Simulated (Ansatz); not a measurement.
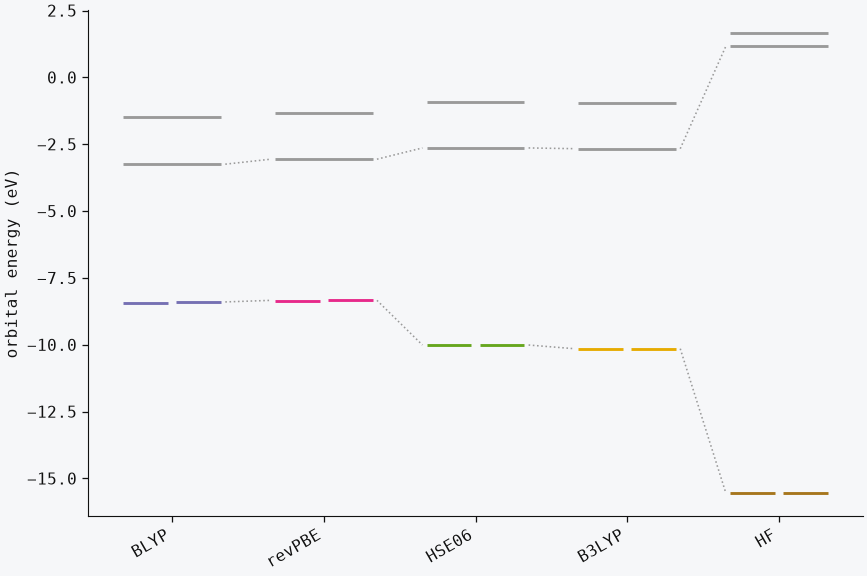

Frontier orbital energies of InH₂OF₃, SMILES [OH2+][In-]([F])([F])[F], singlet at one geometry, def2-TZVPP, the Ansatz code, at a PBE0-D4/def2-TZVP geometry (a minimum by its frequencies). Empty levels are grey, levels within 0.1 eV stand side by side; all columns show the same few orbitals around the gap. Dotted lines join the HOMOs and the LUMOs.

**How do the frontier levels move from column to column?**

The separation grows from 5.15 eV (BLYP) to 16.69 eV (HF).

| level | HOMO (eV) | LUMO (eV) | separation (eV) |
| --- | --- | --- | --- |
| BLYP | −8.40 | −3.25 | 5.15 |
| revPBE | −8.34 | −3.06 | 5.28 |
| HSE06 | −10.01 | −2.64 | 7.37 |
| B3LYP | −10.15 | −2.67 | 7.48 |
| HF | −15.53 | 1.16 | 16.69 |

Limits of at least one run: core potentials past krypton; empty levels above zero depend strongly on the basis; spin-orbit coupling is left out, and with In it can shift these levels and split any degenerate set.
